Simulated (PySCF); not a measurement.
## Electronic structure of H$_{9}$NSi$_{4}$ (SMILES [SiH3][Si]N([SiH3])[SiH3]) in real space

The calculation's input:

```
{"job": {"kind": "nmr", "xc": "PBE0", "basis": "pcSseg-1"}, "charge": 0, "multiplicity": 1}
Si     1.358928    -0.717991     0.836770
Si    -0.507306    -2.111107     1.560838
N      0.583034     0.431950    -0.236734
Si    -1.141386     0.453262    -0.652838
Si     1.598428     1.688150    -0.974925
H     -1.550553    -2.497597     0.553717
H      0.095142    -3.374788     2.096549
H     -1.206634    -1.433657     2.705081
H     -1.429219     1.753044    -1.335845
H     -1.481502    -0.663198    -1.580537
H     -1.964780     0.351838     0.586408
H      3.007029     1.440650    -0.556744
H      1.152755     3.040497    -0.523818
H      1.479324     1.624077    -2.463087
```

Run with:

```sh
OMP_NUM_THREADS=1 python cluster_run.py task.json out
```

Geometry: PBE0-D3(BJ)/def2-SVP.

Theory: PySCF 2.14.0, PBE0/pcSseg-1, SCF density, gas phase, non-relativistic.

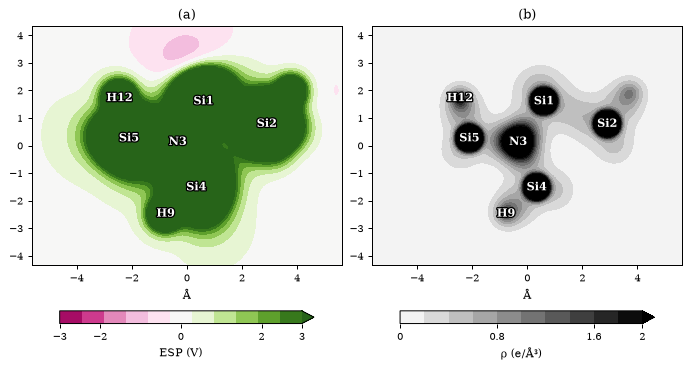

Figure 1. (a) electrostatic potential; (b) total electron density on the plane of atoms N3, Si5 and H12.

Interpret the plot.

Atoms in the plane: Si, N and H.
Si–N (1.75 Å): the density is about 0.98 e/Å³ at the midpoint.
Si–Si (2.44 Å): ρ at the midpoint is about 0.57 e/Å³.
Si–H (1.49 Å): ρ is about 0.79 e/Å³ halfway.
Outside the dense part of the molecule the potential is most negative (−1.0 V) near Si1.

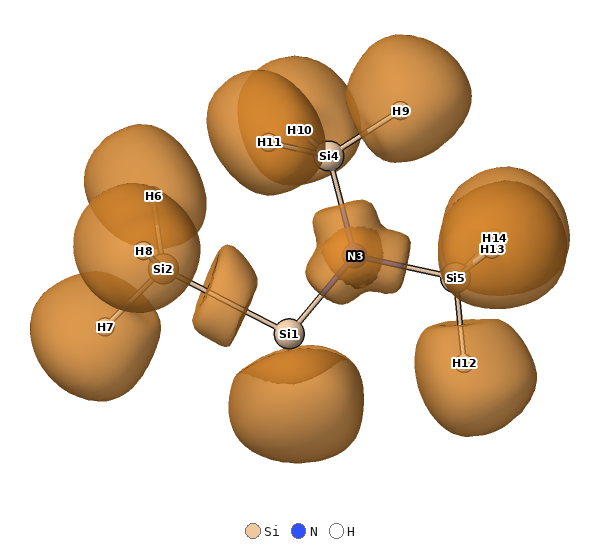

Figure 2. Isosurface of the ELF at 0.75 (orange), seen across its widest extent. Only the valence region is drawn (cores and ρ < 0.01 e/Å³ removed).

Where are the electrons localised?

The surface consists of one region between bonded Si–Si atoms (shared pairs), nine regions around hydrogen nuclei, one region on N in which the atom's valence shell and bonds are merged and one lobe on Si, pointing away from the bonds (lone pairs). Profiles from the grid: Si–N (1.75 Å): the ELF peaks at about 0.90 between the atoms, as expected for a shared but strongly polarised pair. Si–Si (2.44 Å): the ELF peaks at about 1 between the atoms: a covalent bond.
